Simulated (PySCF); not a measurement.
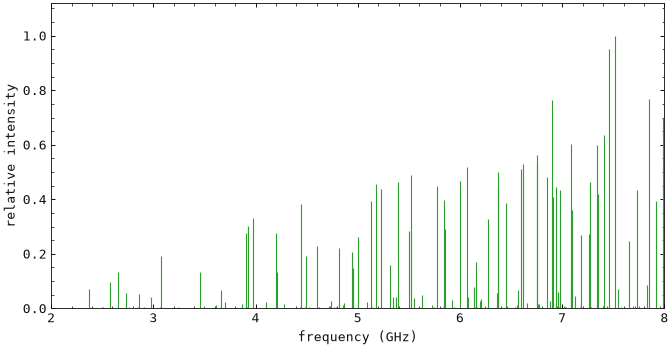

Simulated rotational absorption lines between 2 and 8 GHz at 5 K: rigid rotor with the equilibrium constants and dipole of one optimised conformer (PBE0-D3(BJ)/def2-SVP, PySCF 2.14.0), commonest isotopes; no centrifugal distortion, hyperfine structure, internal rotation or nuclear-spin weights; lines within 1 MHz of each other are summed.

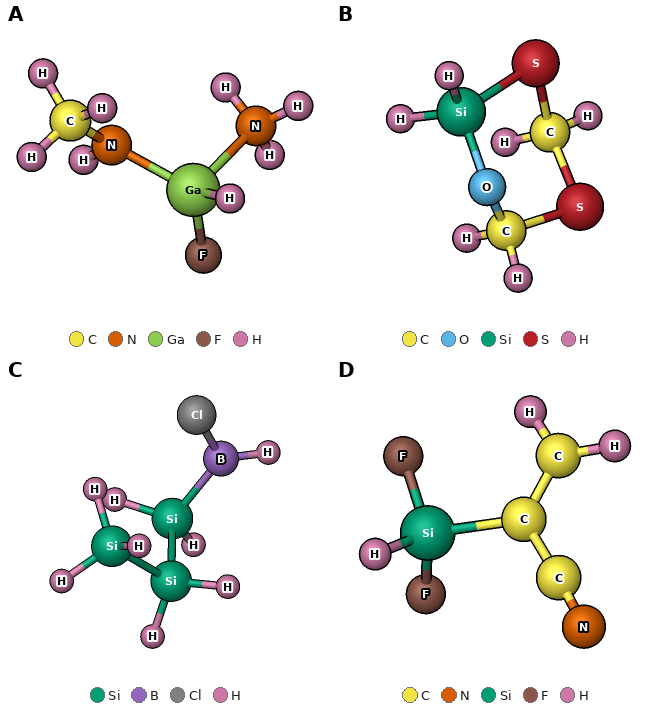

> Which molecule gives this spectrum? Choose among the lettered structures.

Structure C, BSi₃H₈Cl, SMILES [SiH3][SiH2][SiH2]BCl. Rotational constants A, B, C = 2.040, 1.154, 0.8185 GHz, |μa|, |μb|, |μc| = 0.12, 0.40, 0.05 D.

Known limits of this run: coarse grid, loose stop and no frequency check, small forces are noise and the end may be a saddle.
